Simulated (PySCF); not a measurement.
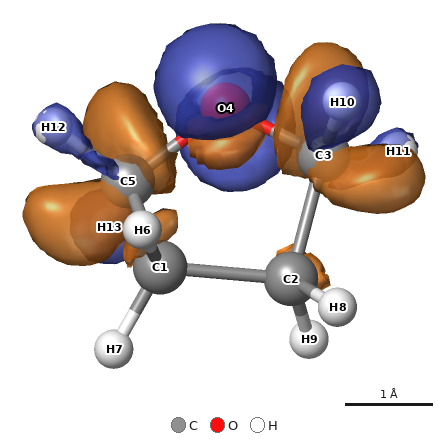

Figure 1: C4H8O, SMILES `C1CCOC1`. Unrelaxed difference density of S₃ less the ground state (TDA singlet states), ±0.04 e/Å³; orange: gain, blue: loss.

Computed with PySCF, B3LYP/6-31G*, geometry: GFN2-xTB. No frequency check shows the geometry to be a minimum. Without diffuse functions Rydberg states are missing, so the states' numbers hold for this basis only.

The calculation's input:

```python
import numpy as np
from pyscf import gto, scf, dft, tdscf
from pyscf.scf import atom_ks, atom_hf
from scipy.linalg import block_diag

def solve(mol, dm0=None, hcore=None):
    mf = (dft.UKS if mol.spin else dft.RKS)(mol, xc='b3lyp')
    mf.grids.level = 3
    mf = mf.density_fit(auxbasis='def2-universal-jkfit')
    mf.conv_tol, mf.max_cycle = 1e-8, 80
    if hcore is not None:
        mf.get_hcore = lambda *args: hcore
    mf.kernel(dm0)
    if not mf.converged:
        mf = mf.newton().run(mf.mo_coeff, mf.mo_occ, max_cycle=30)
    assert mf.converged, 'SCF not converged'
    return mf

mol = gto.M(atom='''
C      0.73683     0.99022     0.22523
C     -0.72225     1.00063    -0.22492
C     -1.15606    -0.42185     0.12967
O     -0.00995    -1.24586     0.00042
C      1.15063    -0.43794    -0.13045
H      0.80006     1.14515     1.30304
H      1.34919     1.73500    -0.27760
H     -1.32411     1.75355     0.27848
H     -0.78330     1.15725    -1.30262
H     -1.51491    -0.47220     1.16743
H     -1.93862    -0.80905    -0.52849
H      1.92768    -0.83659     0.52741
H      1.50874    -0.49254    -1.16825
''', basis='6-31g*', charge=0, spin=0, verbose=4)
mf = solve(mol)
td = mf.TDA()
td.nstates, td.singlet, td.conv_tol = 6, True, 1e-5
td.kernel()
td.analyze()
x, y = np.array([p[0] for p in td.xy]), np.array([p[1] + 0 * p[0] for p in td.xy])
f, mu = td.oscillator_strength(), td.transition_dipole()
nto = [td.get_nto(state=i + 1, verbose=4) for i in range(len(td.e))]
# spherically averaged free atoms, for the promolecule
atm = atom_ks.get_atm_nrks(mol, xc='b3lyp')
pro = block_diag(*[(atm[a[0]][2] * atm[a[0]][3]) @ atm[a[0]][2].T for a in mol._atom])
np.savez('result.npz', e=td.e, f=f, ok=td.converged, w=[n[0] for n in nto], nto=[n[1] for n in nto], x=x, y=y, c=mf.mo_coeff, occ=mf.mo_occ, eps=mf.mo_energy, pro=pro, mu=mu)
```

Run with:

```sh
OMP_NUM_THREADS=1 python input.py
```

The run took 55 s on 1 thread of Intel(R) Xeon(R) 6975P-C (Granite Rapids), on a shared host, peak memory 0.55 GiB.

**How does the charge move on excitation?**

0.74 e is displaced in all, of which about 0.5 e passes between atoms: O4 (0.41 e) loses electrons and C3 and C5 (0.12 e each) and C1 and C2 (0.05 e each) gain them. The state: 8.98 eV (138 nm), f = 0.003; the leading pair carries 99 %; hole on O4 (60 %), C3 and C5 (9 % each) and H10 and H13 (6 % each), electron on C3 and C5 (21 % each), O4 (18 %) and C1 and C2 (6 % each); their centroids lie 0.6 Å apart.
